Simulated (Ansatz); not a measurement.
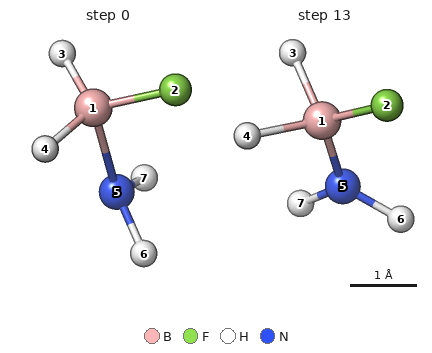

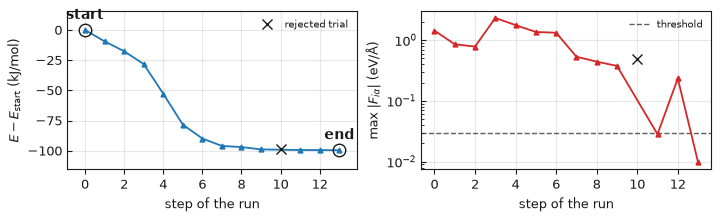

First and last geometry of a relaxation of BNH$_{4}$F (multiplicity 2), with the history of the run. Style: ball-and-stick. Shown from a free direction.

The run prepares an end point of a later path (reaction) calculation, from a guessed geometry.

The calculation used Ansatz, UKS CAM-B3LYP-D4/def2-mTZVP. (collinear spin; force threshold 0.03 eV/Å; at most 50 steps)

**Read the history and describe the run.**

It converged. The atom that moves furthest after the best rigid fit is H7 (1.03 Å). Largest moves by element: H 1.03 Å, F 0.39 Å, B 0.31 Å, N 0.20 Å. Near-neighbour distances that change, for instance: B1–N5 1.814 → 1.443 Å, B1–H3 1.197 → 1.259 Å, B1–H4 1.216 → 1.258 Å, N5–H6 1.046 → 1.012 Å. Bond angles that change, for instance: H3–B1–H4 119.3° → 90.2°, F2–B1–N5 101.4° → 115.0°, H6–N5–H7 102.6° → 114.2°. After 12 accepted moves (13 points after the start) the energy has fallen by 99.6 kJ/mol. The largest force component goes from 1.4 to 0.0098 eV/Å. The line search rejected the trial step at point 10 of the run. The forces were under the threshold at step 11, but the run went on from there.
